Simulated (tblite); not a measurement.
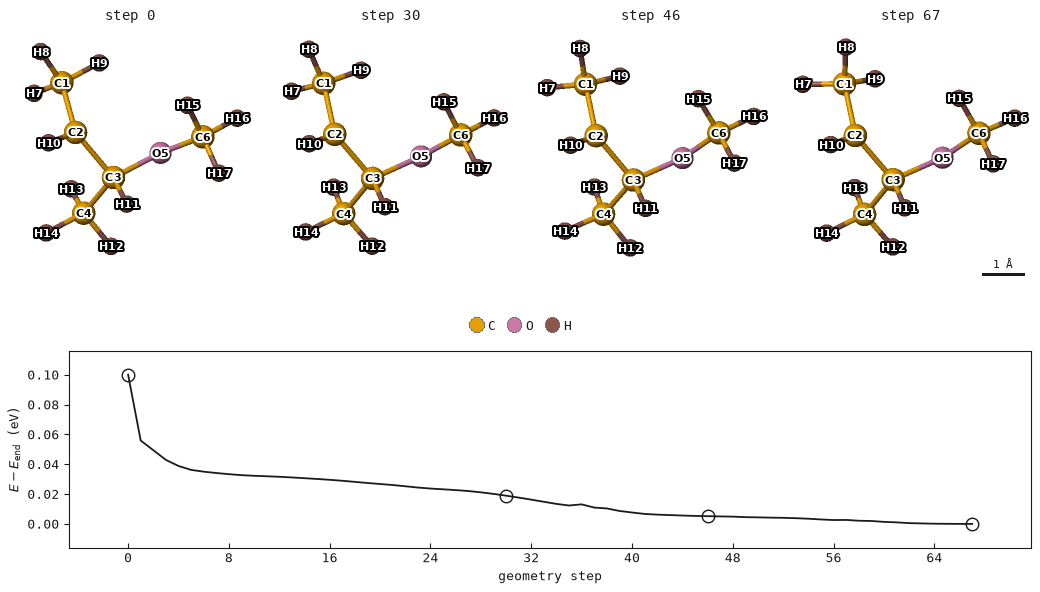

Frames of a relaxation of C₅H₁₁O (multiplicity 2), marked on the history of the run. A ball-and-stick model, seen from a free direction.

These are results of GFN2-xTB geometry optimisation, gas phase (tblite 0.8.0), not measurements. 

> What happens along the run?

H8 moves most after the best rigid fit: 0.61 Å. Largest moves by element: H 0.61 Å, C 0.13 Å, O 0.13 Å. Among the contacts that change: C2–H10 1.100 → 1.076 Å, C3–H11 1.084 → 1.105 Å, C3–C4 1.526 → 1.540 Å, C2–C3 1.501 → 1.487 Å. Among the angles between lasting bonds that change: C2–C3–O5 109.5° → 112.9°, C3–C4–H13 112.0° → 109.2°, O5–C6–H16 109.2° → 106.5°. Groups turn about C1–C2 by about 30°. Over 67 geometry steps the energy falls by 0.100 eV. Cost: 0.34 s on 1 thread of Arm Neoverse V1, with other jobs on the host. From step 0 to 30: H atoms move most (0.21 Å), energy −0.081 eV. From step 30 to 46: H8 moves most (0.27 Å), energy −0.014 eV. From step 46 to 67: H7 moves most (0.19 Å), energy −0.005 eV.

```csv
step,"E − E(0), eV"
0,0.0000
1,-0.0442
2,-0.0507
3,-0.0572
4,-0.0612
5,-0.0639
6,-0.0651
7,-0.0660
8,-0.0667
9,-0.0674
10,-0.0678
13,-0.0689
16,-0.0705
19,-0.0726
22,-0.0748
25,-0.0769
28,-0.0789
31,-0.0824
34,-0.0867
37,-0.0891
40,-0.0924
43,-0.0942
46,-0.0949
49,-0.0956
52,-0.0960
55,-0.0971
58,-0.0979
61,-0.0990
64,-0.0999
67,-0.1001
```
